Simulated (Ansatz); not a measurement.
# Bi4Mo3, from a guessed structure to a relaxed one

Starting from a made-up structure for Bi4Mo3, the aim is the relaxed cell, its shortest contacts and, where a second run follows, its electronic structure.

Program: Ansatz 0.2.0. Level of theory: DFT, r2SCAN, plane-wave PAW, files of the set soft_1, scalar-relativistic, no spin, cell and ions relaxed at zero pressure; PAW set soft_1, in the first sound run; inputs show where later runs differ. Results are calculated unless marked as measured.

## 1. Set-up

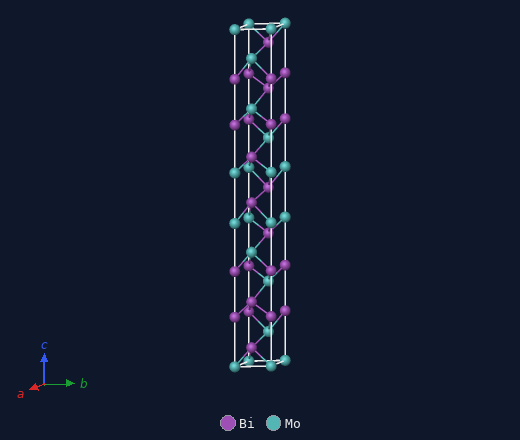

Start, viewed slightly off an axis; bismuth purple, molybdenum teal. This picture shows the conventional cell, with its axes. Bonds to atoms that aren't drawn are left out. Some periodic images of atoms are drawn too.

Structure file:

```cif
data_structure
_symmetry_space_group_name_H-M 'P 1'
_symmetry_Int_Tables_number 1
_cell_length_a 12.8612
_cell_length_b 12.8612
_cell_length_c 12.8612
_cell_angle_alpha 18.195
_cell_angle_beta 18.195
_cell_angle_gamma 18.195
_cell_volume 181.13
loop_
_atom_site_label
_atom_site_type_symbol
_atom_site_fract_x
_atom_site_fract_y
_atom_site_fract_z
_atom_site_occupancy
Bi1 Bi 0.85280 0.85280 0.85280 1
Bi2 Bi 0.14720 0.14720 0.14720 1
Bi3 Bi 0.28273 0.28273 0.28273 1
Bi4 Bi 0.71727 0.71727 0.71727 1
Mo5 Mo 0.57487 0.57487 0.57487 1
Mo6 Mo 0.42513 0.42513 0.42513 1
Mo7 Mo 0.00000 0.00000 0.00000 1
```

## 2. Relaxing cell and atoms

The guess takes its coordinates from another compound and its volume from a rule, so the cell and any free coordinates are relaxed together.

File input.yaml:

```yaml
crystal:
  lattice:
    - [2.0335, 1.174041772, 12.645]
    - [-2.0335, 1.174041772, 12.645]
    - [0.0, -2.348083545, 12.645]
  atoms:
    - { symbol: Bi, position: [0.852799993, 0.852799993, 0.852799993] }
    - { symbol: Bi, position: [0.147200007, 0.147200007, 0.147200007] }
    - { symbol: Bi, position: [0.282733327, 0.282733327, 0.282733327] }
    - { symbol: Bi, position: [0.717266673, 0.717266673, 0.717266673] }
    - { symbol: Mo, position: [0.57486666, 0.57486666, 0.57486666] }
    - { symbol: Mo, position: [0.42513334, 0.42513334, 0.42513334] }
    - { symbol: Mo, position: [0.0, 0.0, 0.0] }
kpoints:
  mp_grid: { grid: [8, 8, 8] }
scf:
  occupations: { method: fermi_dirac, width: 0.05 }
hamiltonian:
  xc: r2scan
  pseudopotentials: { kind: paw, azcp: { folder: soft_1 } }
relax:
  f_tol: 0.015
  max_steps: 70
  cell: {}
output:
  forces: true
  stress: true
```

On the command line:

```bash
$ ansatz run input.yaml --threads 4 --pin off --max-ram 10240MiB --backend cpu --events-out ev --progress --plain --runs-dir out
```

Numbers of over 12 decimals in the logs are rounded to 6 here.

What it wrote:

```text
basis.fft_grid_basis auto: the FFT boxes are laid along the combinations [[1, 0, -1], [0, 1, -1], [0, 0, 1]] of the cell's own vectors, 4.067, 4.067 and 12.861 Å long. The dense box has 30×30×96 points. Along the cell's own vectors, as sized, it would have 96×96×96, 10.24 times as many. Of the 12 symmetry operations that the crystal satisfies within crystal.symmetry.tolerance (time reversal apart; of a slab, those th [...]
Engine: ansatz 0.2.0, aarch64-unknown-linux-gnu
Pseudopotentials: kind: paw
Pseudopotential: Bi, paw, valence charge 15, recommended cutoff 500 eV (meta_gga), soft_1/Bi.paw.azcp
Pseudopotential: Mo, paw, valence charge 14, recommended cutoff 500 eV (meta_gga), soft_1/Mo.paw.azcp
Functional definition: r2SCAN
  parameter k0 = 0.174
  parameter k1 = 0.065
  parameter a1 = 4.9479
  exchange = r2scan_x(k0 = k0, k1 = k1, a1 = a1)
  correlation = r2scan_c
Crystal: 7 atoms, lattice volume = 181.133 Å³
Basis set: ecut = 500 eV, 4655 PW (Γ), FFT grids on a1−a3, a2−a3, a3, exchange–correlation on 120×120×384 points (64 copies of the dense FFT grid, shifted against one another)
Bands: 62, of which v1, the nominal top of the filled ones, is band 51 counted from 1 (50 counted from 0)
Symmetry: 12 space group operations
Space group: R-3m (ITA 166), of the structure as read, at distance tolerance 5.7e-5 Å
k-points: 65 of 512
Non-local potential: Bi, projectors of the file, l = 0: 2, l = 1: 2, l = 2: 2, l = 3: 1
Non-local potential: Mo, projectors of the file, l = 0: 3, l = 1: 2, l = 2: 2, l = 3: 1
PAW form: soft (Blöchl's): semilocal exchange-correlation on the pseudo side does not see the compensation charge
PAW frozen core: Bi, regenerated for the run's functional (the file was generated under x = pbe(κ = 0.804, μ = 0.219515), c = pbe(β = 0.066725))
PAW frozen core: Mo, regenerated for the run's functional (the file was generated under x = pbe(κ = 0.804, μ = 0.219515), c = pbe(β = 0.066725))
PAW one-centre angular grid: Bi, 590 points (default); XC on 160 Gauss nodes
PAW one-centre angular grid: Mo, 590 points (default); XC on 160 Gauss nodes
Initial density: superposition of atomic densities (chi_scale 0.1, normalization cell, long waves kept (reshape's long-wave potential 0.25 eV rms))
Initial wavefunctions: pseudopotential atomic-orbital guess
Functional: x = r2scan, c = r2scan; τ floored in thin density (d = 2e-4 eV/Å³)
SCF iter   1: F=—  HF=-64548.557927 eV  |F-HF|=—  |Δ(HF+E_count)|=         —  Δρ=7.54e-2  dr2=4.60e1  dr2_τ=9.89e-1  ethr=3.10e-3  ⟨swp⟩=7.1  Hψ=15842  notcnv=0
preconditioner: auto → Kerker (q_TF=auto, 2.479 Å⁻¹)  [metal: Δε(μ)=0.003 eV  Ē_g=6.265 eV  σ=0.050 eV  W_gap=0.02  n_scr=50 (ndim 8)  ℏωp=17.0 eV  f_vac=0.000  D(μ)=10.98/eV (n_scr^D=108)]
SCF iter   2: F=—  HF=-64546.743384 eV  |F-HF|=—  |Δ(HF+E_count)|=    1.81e0  Δρ=8.15e-2  dr2=5.65e1  dr2_τ=3.15e0  ethr=3.10e-3  ⟨swp⟩=3.1  Hψ=9150  notcnv=0  defer=27
SCF iter   3: F=—  HF=-64546.209872 eV  |F-HF|=—  |Δ(HF+E_count)|=   5.34e-1  Δρ=5.18e-2  dr2=2.93e1  dr2_τ=1.14e0  ethr=3.10e-3  ⟨swp⟩=3.0  Hψ=8381  notcnv=0  defer=66
SCF iter   4: F=—  HF=-64545.780161 eV  |F-HF|=—  |Δ(HF+E_count)|=   4.30e-1  Δρ=2.26e-2  dr2=4.93e0  dr2_τ=5.64e-3  ethr=3.10e-3  ⟨swp⟩=1.9  Hψ=4219  notcnv=0  defer=66
SCF iter   5: F=—  HF=-64545.768162 eV  |F-HF|=—  |Δ(HF+E_count)|=   1.20e-2  Δρ=8.08e-3  dr2=5.10e-1  dr2_τ=1.53e-2  ethr=3.10e-3  ⟨swp⟩=2.0  Hψ=4527  notcnv=0  defer=62
SCF iter   6: F=—  HF=-64545.773755 eV  |F-HF|=—  |Δ(HF+E_count)|=   5.59e-3  Δρ=3.85e-3  dr2=7.98e-2  dr2_τ=9.16e-4  ethr=5.00e-4  ⟨swp⟩=1.3  Hψ=4333  notcnv=0  defer=58
SCF iter   7: F=—  HF=-64545.772501 eV  |F-HF|=—  |Δ(HF+E_count)|=   1.25e-3  Δρ=1.44e-3  dr2=3.08e-2  dr2_τ=4.67e-4  ethr=7.83e-5  ⟨swp⟩=1.0  Hψ=4015  notcnv=0  defer=58
SCF iter   8: F=—  HF=-64545.772293 eV  |F-HF|=—  |Δ(HF+E_count)|=   2.08e-4  Δρ=4.05e-4  dr2=1.42e-3  dr2_τ=2.37e-5  ethr=3.02e-5  ⟨swp⟩=1.1  Hψ=4052  notcnv=0  defer=56
SCF iter   9: F=—  HF=-64545.772310 eV  |F-HF|=—  |Δ(HF+E_count)|=   1.66e-5  Δρ=2.47e-4  dr2=8.20e-4  dr2_τ=1.63e-5  ethr=1.39e-6  ⟨swp⟩=1.0  Hψ=3972  notcnv=0  defer=56
SCF iter  10: F=—  HF=-64545.772310 eV  |F-HF|=—  |Δ(HF+E_count)|=   7.94e-8  Δρ=1.12e-4  dr2=1.62e-4  dr2_τ=2.95e-6  ethr=8.04e-7  ⟨swp⟩=1.0  Hψ=3972  notcnv=0  defer=56
SCF iter  11: F=—  HF=-64545.772318 eV  |F-HF|=—  |Δ(HF+E_count)|=   8.06e-6  Δρ=2.58e-5  dr2=3.40e-6  dr2_τ=4.36e-8  ethr=1.58e-7  ⟨swp⟩=1.0  Hψ=3972  notcnv=0  defer=56
SCF iter  12: F=—  HF=-64545.772622 eV  |F-HF|=—  |Δ(HF+E_count)|=   3.05e-4  Δρ=2.11e-5  dr2=4.70e-6  dr2_τ=1.25e-7  ethr=3.33e-9  ⟨swp⟩=2.0  Hψ=4636  notcnv=0  defer=56
SCF iter  13: F=—  HF=-64545.772622 eV  |F-HF|=—  |Δ(HF+E_count)|=   6.37e-8  Δρ=4.40e-6  dr2=1.56e-7  dr2_τ=4.85e-9  ethr=3.33e-9  ⟨swp⟩=1.0  Hψ=3972  notcnv=0  defer=56
SCF iter  14: F=-64545.772622 eV  HF=-64545.772622 eV  |F-HF|=3.71e-9  |Δ(HF+E_count)|=   4.66e-9  Δρ=8.74e-7  dr2=5.16e-9  dr2_τ=3.00e-10  ethr=9.80e-11  ⟨swp⟩=3.2  Hψ=10800  notcnv=0
SCF 1 converged in 14 iterations: F = -64545.772622 eV  dr2 = 5.16e-9
  greatest PAW one-centre occupation: 0.999 electrons in one spin orbital (limit 2), on the Mo atom at site 5 (counted from 0), in its partial waves of l = 0
relax step   1: F+E_penalty+E_count = -64545.77262219 eV  Δ(F+E_penalty+E_count) = +0.000e0 eV  max|allowed force component| = 5.588e0 eV/Å  Δτ_max = 0.0000 Å  P = -2.709 GPa  Ω = 181.133 Å³  (14 SCF iters, dr2 threshold 1.00e-7 eV, accepted)
Crystal: 7 atoms, lattice volume = 178.753 Å³
Basis set: ecut = 500 eV, 4589 PW (Γ), FFT grids on a1−a3, a2−a3, a3, exchange–correlation on 120×120×384 points (64 copies of the dense FFT grid, shifted against one another)
Initial density: handed on by an earlier stage of this run
Initial wavefunctions: those handed on with the density
iter 1 solved again at ethr=1.23e-4 eV; its pass at ethr=3.10e-3 eV (dr2=1.25e-1 eV) is discarded
SCF iter   1: F=—  HF=-64546.764965 eV  |F-HF|=—  |Δ(HF+E_count)|=         —  Δρ=6.97e-3  dr2=1.23e-1  dr2_τ=1.30e0  ethr=1.23e-4  ⟨swp⟩=1.6  Hψ=19681  notcnv=0
preconditioner: auto → Kerker (q_TF=auto, 2.485 Å⁻¹)  [metal: Δε(μ)=0.004 eV  Ē_g=15.623 eV  σ=0.050 eV  W_gap=0.02  n_scr=50 (ndim 8)  ℏωp=24.5 eV  f_vac=0.000  D(μ)=14.29/eV (n_scr^D=182)]
SCF iter   2: F=—  HF=-64547.633950 eV  |F-HF|=—  |Δ(HF+E_count)|=   8.69e-1  Δρ=6.20e-3  dr2=5.06e-1  dr2_τ=8.17e-3  ethr=1.21e-4  ⟨swp⟩=3.1  Hψ=8428  notcnv=0  recentre
SCF iter   3: F=—  HF=-64547.627574 eV  |F-HF|=—  |Δ(HF+E_count)|=   6.38e-3  Δρ=4.35e-3  dr2=1.09e-1  dr2_τ=1.76e-3  ethr=1.21e-4  ⟨swp⟩=1.1  Hψ=4045  notcnv=0
[...]
relax step   7: F+E_penalty+E_count = -64550.87498689 eV  Δ(F+E_penalty+E_count) = -1.649e-1 eV  max|allowed force component| = 3.357e-1 eV/Å  Δτ_max = 0.0205 Å  P = +1.316 GPa  Ω = 156.819 Å³  energy of the carried Pulay correction = +2.484e-3 eV  (9 SCF iters, dr2 threshold 7.00e-7 eV, accepted)
relax step   8: F+E_penalty+E_count = -64550.96688739 eV  Δ(F+E_penalty+E_count) = -9.190e-2 eV  max|allowed force component| = 1.687e-1 eV/Å  Δτ_max = 0.0817 Å  P = -0.109 GPa  Ω = 160.014 Å³  energy of the carried Pulay correction = +2.137e-3 eV  (11 SCF iters, dr2 threshold 7.00e-7 eV, accepted)
relax step   9: F+E_penalty+E_count = -64551.03842648 eV  Δ(F+E_penalty+E_count) = -7.154e-2 eV  max|allowed force component| = 8.078e-2 eV/Å  Δτ_max = 0.0822 Å  P = +0.044 GPa  Ω = 160.779 Å³  energy of the carried Pulay correction = +2.055e-3 eV  (12 SCF iters, dr2 threshold 7.00e-7 eV, accepted)
relax step  10: F+E_penalty+E_count = -64551.03677819 eV  Δ(F+E_penalty+E_count) = +1.648e-3 eV  max|allowed force component| = 2.246e-1 eV/Å  Δτ_max = 0.1001 Å  P = +1.085 GPa  Ω = 162.242 Å³  energy of the carried Pulay correction = +1.899e-3 eV  (8 SCF iters, dr2 threshold 4.08e-7 eV, rejected (line search))
relax step  11: F+E_penalty+E_count = -64551.04567368 eV  Δ(F+E_penalty+E_count) = -7.247e-3 eV  max|allowed force component| = 3.219e-2 eV/Å  Δτ_max = 0.0468 Å  P = -0.079 GPa  Ω = 162.196 Å³  energy of the carried Pulay correction = +1.904e-3 eV  (11 SCF iters, accepted)
relax step  12: F+E_penalty+E_count = -64551.04590057 eV  Δ(F+E_penalty+E_count) = -2.269e-4 eV  max|allowed force component| = 1.764e-2 eV/Å  Δτ_max = 0.0108 Å  P = +0.092 GPa  Ω = 162.274 Å³  energy of the carried Pulay correction = +1.896e-3 eV  (6 SCF iters, dr2 threshold 6.48e-8 eV, accepted)
relax step  13: F+E_penalty+E_count = -64551.04593970 eV  Δ(F+E_penalty+E_count) = -3.913e-5 eV  max|allowed force component| = 9.588e-4 eV/Å  Δτ_max = 0.0009 Å  P = -0.002 GPa  Ω = 162.395 Å³  energy of the carried Pulay correction = +1.883e-3 eV  (5 SCF iters, dr2 threshold 3.55e-8 eV, accepted)
relax step  14: F+E_penalty+E_count = -64551.07216679 eV  Δ(F+E_penalty+E_count) = -2.623e-2 eV  max|allowed force component| = 6.982e-4 eV/Å  Δτ_max = 0.0000 Å  P = +0.271 GPa  Ω = 162.395 Å³  stress off target by 7.88e-1 GPa  SCF on the basis re-selected at this cell (its energy is not comparable with the rows above)  (8 SCF iters)
relax step  15: F+E_penalty+E_count = -64551.07835109 eV  Δ(F+E_penalty+E_count) = -6.184e-3 eV  max|allowed force component| = 1.333e-2 eV/Å  Δτ_max = 0.0383 Å  P = +0.013 GPa  Ω = 163.836 Å³  energy of the carried Pulay correction = -1.598e-4 eV  (6 SCF iters, dr2 threshold 7.00e-7 eV, accepted)
relax step  16: F+E_penalty+E_count = -64551.07904905 eV  Δ(F+E_penalty+E_count) = -6.980e-4 eV  max|allowed force component| = 7.933e-3 eV/Å  Δτ_max = 0.0312 Å  P = +0.009 GPa  Ω = 164.777 Å³  energy of the carried Pulay correction = -2.636e-4 eV  (7 SCF iters, dr2 threshold 8.38e-8 eV, accepted)
iter 1 solved again at ethr=7.79e-8 eV; its pass at ethr=3.10e-3 eV (dr2=7.95e-5 eV) is discarded
SCF iter   1: F=—  HF=-64551.079266 eV  |F-HF|=—  |Δ(HF+E_count)|=         —  Δρ=7.25e-5  dr2=3.48e-7  dr2_τ=1.26e-6  ethr=7.79e-8  ⟨swp⟩=4.0  Hψ=27642  notcnv=0
preconditioner: auto → LDOS  [metal: Δε(μ)=0.037 eV  Ē_g=16.276 eV  σ=0.050 eV  W_gap=0.18  n_scr=54 (ndim 8)  ℏωp=25.5 eV  f_vac=0.040  D(μ)=7.62/eV (n_scr^D=74)  β→1.0]
SCF iter   2: F=—  HF=-64551.079345 eV  |F-HF|=—  |Δ(HF+E_count)|=   7.90e-5  Δρ=3.76e-6  dr2=3.07e-8  dr2_τ=1.64e-9  ethr=3.41e-10  ⟨swp⟩=2.5  Hψ=7507  notcnv=0
SCF iter   3: F=—  HF=-64551.079345 eV  |F-HF|=—  |Δ(HF+E_count)|=  8.66e-10  Δρ=2.16e-6  dr2=2.08e-8  dr2_τ=6.40e-10  ethr=3.01e-11  ⟨swp⟩=2.0  Hψ=6585  notcnv=0
SCF iter   4: F=—  HF=-64551.079345 eV  |F-HF|=—  |Δ(HF+E_count)|=   2.92e-9  Δρ=5.87e-7  dr2=6.87e-10  dr2_τ=2.22e-11  ethr=2.04e-11  ⟨swp⟩=2.0  Hψ=5793  notcnv=0
SCF iter   5: F=—  HF=-64551.079345 eV  |F-HF|=—  |Δ(HF+E_count)|=  3.13e-10  Δρ=1.83e-7  dr2=1.42e-10  dr2_τ=4.37e-12  ethr=1.00e-12  ⟨swp⟩=2.0  Hψ=6587  notcnv=0
SCF iter   6: F=-64551.079345 eV  HF=-64551.079345 eV  |F-HF|=7.28e-12  |Δ(HF+E_count)|=  6.55e-11  Δρ=5.63e-8  dr2=7.40e-12  dr2_τ=3.34e-13  ethr=1.00e-12  ⟨swp⟩=4.5  Hψ=12495  notcnv=0
SCF 17 converged in 6 iterations: F = -64551.079345 eV  dr2 = 7.40e-12
relax step  17: F+E_penalty+E_count = -64551.07934489 eV  Δ(F+E_penalty+E_count) = -2.958e-4 eV  max|allowed force component| = 7.967e-3 eV/Å  Δτ_max = 0.0000 Å  P = +0.011 GPa  Ω = 164.777 Å³  stress off target by 3.73e-2 GPa  SCF on the basis re-selected at this cell (its energy is not comparable with the rows above)  (6 SCF iters)
basis re-selected at this cell: Δ(F+E_penalty+E_count) = -2.958e-4 eV, ΔP = +0.001 GPa vs the last step (what re-selecting the basis moved, of the pressure what is left beyond the Pulay correction that the steps carried, after the strain that the cell walked since its last selection, with what the two solves' SCF thresholds leave and, on support functions, any second-order correction that the steps lacked; it is no m [...]
SCF converged after 6 iterations
Free energy (F): -64551.079345 eV
Harris-Foulkes:  -64551.079345 eV  (|F-HF|=7.28e-12)
Internal energy: -64551.016588 eV  (E = F + TS)
E sigma→0 (E₀):  -64551.047967 eV
Entropy (-TS):   -0.062757 eV (-8.965 meV/atom)
Fermi energy:    14.763325 eV
--- Per-component energies (eV) ---
  E_band       = -626.919015
  E_kinetic    = 2283.683824
  E_local      = -10172.456626  (includes V_loc(G=0)·N_el)
  E_nonlocal   = 2088.809510
  E_hartree    = 4047.604141
  E_xc         = -1068.106726
  E_vxc        = -1292.503226  (∫ρ·V_xc dr)
  E_paw        = -52450.369869  (= ΣΔE_a)
  E_vpaw       = -1715.535796  (= ΣTr[D̂ρ^β])
  E_aug_tail   = 0.000625  (compensation charges beyond the density's cutoff)
  E_vtau       = 85.874542  (kinetic-family band-sum trace: ∫τ·v_τ [+ j·A + Jᵃ·Aᵃ] dr)
  E_ewald      = -9283.019311
  E_core_change = 2.837844  (= ΣΔE_core)
  E_smearing   = -0.062757  (= −TS)
  E_closure    = 0.000000  (closes the sum)
  Σ components = -64551.079345   (vs F -64551.079345, Δ=0.00e0)
--- Forces (eV/Å), atoms counted from 1 ---
  atom   1  Bi     0.00000000     0.00000000    -0.00796676
  atom   2  Bi     0.00000000    -0.00000000     0.00796676
  atom   3  Bi     0.00000000    -0.00000000     0.00169561
  atom   4  Bi     0.00000000     0.00000000    -0.00169561
  atom   5  Mo     0.00000000     0.00000000    -0.00142040
  atom   6  Mo     0.00000000    -0.00000000     0.00142040
  atom   7  Mo     0.00000000    -0.00000000    -0.00000000
  max |Σ_I F_I| component: 1.30e-18 eV/Å
--- Stress (GPa, compression-positive) ---
       -0.002714      -0.000000       0.000000
        0.000000      -0.002714      -0.000000
        0.000000      -0.000000       0.037322
  P = ⅓ Tr σ = 0.0106 GPa (0.106 kbar)
--- Relaxed structure (15 steps of the walk, 14 accepted, 2 SCFs on fresh bases) ---
  F+E_penalty+E_count = -64551.07934489 eV   max|allowed force component| = 7.967e-3 eV/Å   (the final SCF, on the basis selected at the relaxed cell)
  cell:  # Å, volume = 164.7772 Å³
    - [1.678019, 0.968805, 16.893226]
    - [-1.678019, 0.968805, 16.893226]
    - [0, -1.937610, 16.893226]
  atoms:
    - { symbol: Bi, position: [0.873463, 0.873463, 0.873463] }
    - { symbol: Bi, position: [0.126537, 0.126537, 0.126537] }
    - { symbol: Bi, position: [0.290766, 0.290766, 0.290766] }
    - { symbol: Bi, position: [0.709234, 0.709234, 0.709234] }
    - { symbol: Mo, position: [0.581712, 0.581712, 0.581712] }
    - { symbol: Mo, position: [0.418288, 0.418288, 0.418288] }
    - { symbol: Mo, position: [1.9434756222476023e-19, 1.943475622247599e-19, 1.9434756221725975e-19] }
```

Elapsed: 5 min, on 4 threads of Arm Neoverse V2, shared host; peak memory 1.3 GiB; 20 min of CPU time.

The steps of the relaxation:

| step | energy less that of the first step (eV) | largest force component (eV/Å) | pressure (GPa) | volume (Å³) |
| --- | --- | --- | --- | --- |
| 1 | 0.0000 | 5.5878 | -2.71 | 181.13 |
| 2 | -1.8552 | 3.0339 | -4.84 | 178.75 |
| 3 | -3.3969 | 0.8206 | -0.55 | 167.28 |
| 4 | -4.0917 | 0.4329 | 1.25 | 163.55 |
| 5 | -4.5761 | 0.2568 | 1.20 | 161.10 |
| 6 | -4.9375 | 0.0633 | 0.74 | 159.12 |
| 7 | -5.1024 | 0.3357 | 1.32 | 156.82 |
| 8 | -5.1943 | 0.1687 | -0.11 | 160.01 |
| 9 | -5.2658 | 0.0808 | 0.04 | 160.78 |
| 10 | -5.2642 | 0.2246 | 1.08 | 162.24 |
| 11 | -5.2731 | 0.0322 | -0.08 | 162.20 |
| 12 | -5.2733 | 0.0176 | 0.09 | 162.27 |
| 13 | -5.2733 | 0.0010 | 0.00 | 162.40 |
| 14* | -5.2995 | 0.0007 | 0.27 | 162.40 |
| 15 | -5.3057 | 0.0133 | 0.01 | 163.84 |
| 16 | -5.3064 | 0.0079 | 0.01 | 164.78 |
| 17* | -5.3067 | 0.0080 | 0.01 | 164.78 |

Relaxation steps marked * repeat the geometry before them on a plane-wave basis chosen anew for their cell, so energy and pressure can jump there. Relaxation step 10 was tried and not accepted.

Forces are held to the 12 operations that the run works with; a distortion that breaks them can't arise in this run.

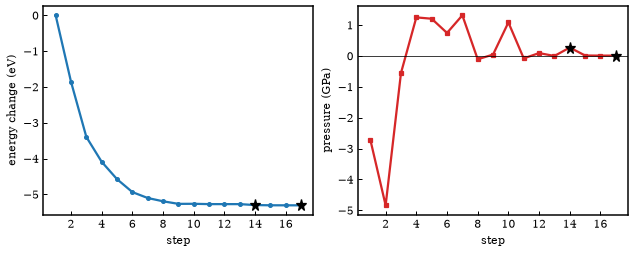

Energy and pressure along the relaxation. Stars mark steps on a basis chosen anew.

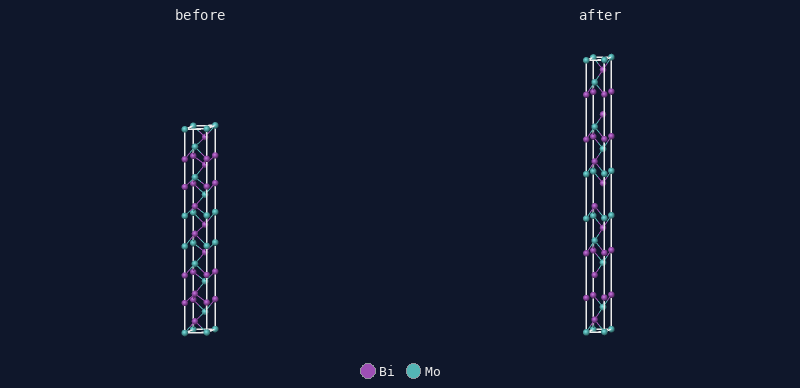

The structure before and after the relaxation, drawn at the same scale. Bonds to atoms that aren't drawn are left out.

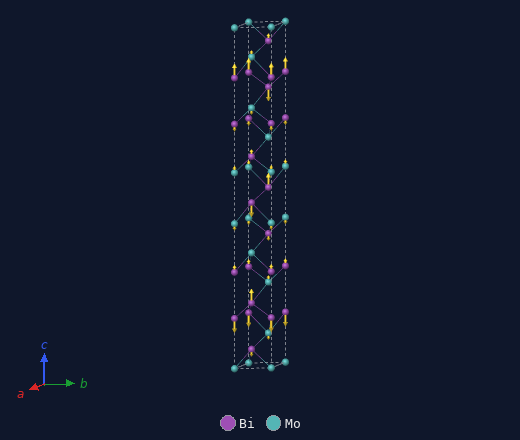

Displacements in the relaxation, exaggerated, measured against the changing cell; the longest in the cell stands for 1.05 Å. Bonds to atoms that aren't drawn are left out. Some periodic images of atoms are drawn too.

| cell as run | before | after | change |
| --- | --- | --- | --- |
| a (Å) | 12.861 | 17.004 | +32.2 % |
| b (Å) | 12.861 | 17.004 | +32.2 % |
| c (Å) | 12.861 | 17.004 | +32.2 % |
| α (°) | 18.19 | 11.33 | -37.7 % |
| β (°) | 18.19 | 11.33 | -37.7 % |
| γ (°) | 18.19 | 11.33 | -37.7 % |
| volume (Å³/atom) | 25.88 | 23.54 | -9.0 % |

The atoms that moved most (Å, as changes of fractional coordinates times the final cell):

| atom | dx | dy | dz | length |
| --- | --- | --- | --- | --- |
| Bi1 | 0.000 | 0.000 | 1.047 | 1.047 |
| Bi2 | 0.000 | 0.000 | -1.047 | 1.047 |
| Bi4 | 0.000 | 0.000 | -0.407 | 0.407 |
| Bi3 | 0.000 | 0.000 | 0.407 | 0.407 |
| Mo6 | 0.000 | 0.000 | -0.347 | 0.347 |
| Mo5 | 0.000 | 0.000 | 0.347 | 0.347 |

The relaxed structure:

```cif
data_structure
_symmetry_space_group_name_H-M 'P 1'
_symmetry_Int_Tables_number 1
_cell_length_a 17.0040
_cell_length_b 17.0040
_cell_length_c 17.0040
_cell_angle_alpha 11.327
_cell_angle_beta 11.327
_cell_angle_gamma 11.327
_cell_volume 164.78
loop_
_atom_site_label
_atom_site_type_symbol
_atom_site_fract_x
_atom_site_fract_y
_atom_site_fract_z
_atom_site_occupancy
Bi1 Bi 0.87346 0.87346 0.87346 1
Bi2 Bi 0.12654 0.12654 0.12654 1
Bi3 Bi 0.29077 0.29077 0.29077 1
Bi4 Bi 0.70923 0.70923 0.70923 1
Mo5 Mo 0.58171 0.58171 0.58171 1
Mo6 Mo 0.41829 0.41829 0.41829 1
Mo7 Mo 0.00000 0.00000 0.00000 1
```

Numbers from this step:

* free energy: -64551.0793 eV
* energy at zero smearing: -64551.0480 eV
* smearing term TS: 0.06276 eV
* Fermi energy: 14.76 eV
* electrons: 102
* symmetry operations: 12
* pressure: 0.01063 GPa

Shortest distances by pair of elements, guess and relaxed (not always the same contact):

| pair | guess (Å) | relaxed (Å) |
| --- | --- | --- |
| Bi–Mo | 2.821 | 2.863 |
| Bi–Bi | 2.774 | 3.356 |
| Mo–Mo | 4.067 | 3.356 |

The relaxation ends with a largest force component of 0.0080 eV/Å and a pressure of 0.01 GPa.

(Continued in part 2 of 2.)

[Logs are printed without paths, hosts, clocks, repeated set-up lines and the standing remarks that a program may print on its own settings, such as how far it seeks lower states.]

[Hosts, paths, dates, database ids (printed as entryN), source tags and the programs' standing remarks are cut or masked in the printed files.]
